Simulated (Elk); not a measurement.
Band structure of Al2Cu (I4/mmm, 3 atoms in the cell).

```
Al2Cu
1.0
   -2.03034     2.03034     2.85109
    2.03034    -2.03034     2.85109
    2.03034     2.03034    -2.85109
Al Cu
2 1
Direct
  0.75000   0.25000   0.50000
  0.25000   0.75000   0.50000
  0.50000   0.50000   0.00000
```

Computed with PBEsol, all-electron FP-LAPW, Elk's shipped species files, default APW+lo basis run with Elk.

Settings: xctype = 22; stype = 0; swidth = 0.00183747 Ha; ngridk = 9 9 9; rmtscf = 0.96; maxscl = 100.

The starting cell comes from a database of computed structures (which also holds hypothetical and non-ambient phases and stackings), without a prior relaxation at this level. Spin polarisation is off. Values depend on the basis (sphere radii, cutoffs, local orbitals), which need not be converged.

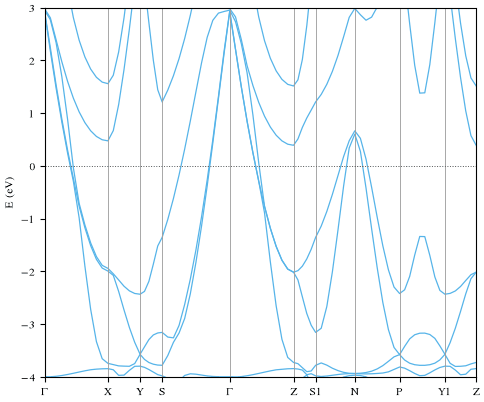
Fig. 1. Bands along the path, energies from the Fermi level.

Levels in eV from the Fermi level, bands 15 to 22:
| point | 15 | 16 | 17 | 18 | 19 | 20 | 21 | 22 |
|---|---|---|---|---|---|---|---|---|
| Γ | -4.00 | 2.93 | 2.93 | 2.95 | 2.98 | 3.03 | 3.03 | 4.40 |
| X | -3.84 | -3.74 | -1.99 | -1.94 | 0.48 | 1.56 | 9.56 | 10.66 |
| Y | -3.79 | -3.57 | -3.57 | -2.43 | 4.10 | 4.34 | 5.11 | 5.78 |
| S | -3.98 | -3.78 | -3.15 | -1.35 | 1.21 | 4.37 | 6.77 | 8.88 |
| Z | -3.84 | -3.72 | -2.01 | -2.01 | 0.39 | 1.52 | 9.57 | 10.74 |
| S1 | -3.98 | -3.78 | -3.15 | -1.35 | 1.21 | 4.37 | 6.77 | 8.88 |
| N | -3.94 | -3.93 | 0.60 | 0.67 | 2.99 | 3.02 | 3.89 | 4.45 |
| P | -3.81 | -3.58 | -3.58 | -2.42 | 4.29 | 4.29 | 5.22 | 5.90 |
| Y1 | -3.79 | -3.57 | -3.57 | -2.43 | 4.10 | 4.34 | 5.11 | 5.78 |

Bands cross the Fermi level along this path, so the cell is metallic at this level.
